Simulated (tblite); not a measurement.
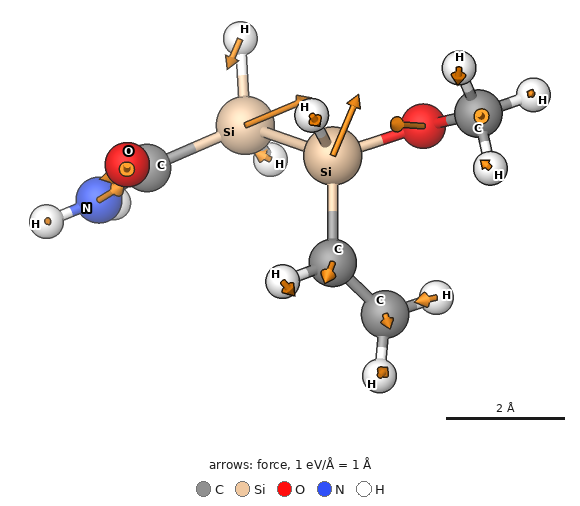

Starting geometry of C4H11NO2Si2 with the computed forces as orange arrows. Style: ball-and-stick. Shown at a tilt.

Theory: GFN2-xTB geometry optimisation, gas phase (tblite). 

Is this structure relaxed? If not, where do the atoms go?

Answer. It isn't relaxed: the largest force vector, on a Si atom, is 1.34 eV/Å. The final displacements have little in common with the starting forces (cosine between the two patterns 0.18). Over 124 geometry steps the energy falls by 7.01 kcal/mol. The atom that moves furthest after the best rigid fit is an O atom (0.75 Å). By element the largest moves are O 0.75 Å, H 0.67 Å, C 0.32 Å, N 0.28 Å, Si 0.27 Å. Near-neighbour distances that change, for instance: O–Si 1.682 → 1.636 Å, C–Si 1.855 → 1.894 Å, C–O 1.424 → 1.395 Å, C–Si 1.891 → 1.918 Å. Bond angles that change, for instance: O–Si–Si 110.2° → 97.8°, Si–O–C 118.1° → 128.2°, Si–Si–H 111.2° → 120.2°. Groups turn about C–Si by about 25°.
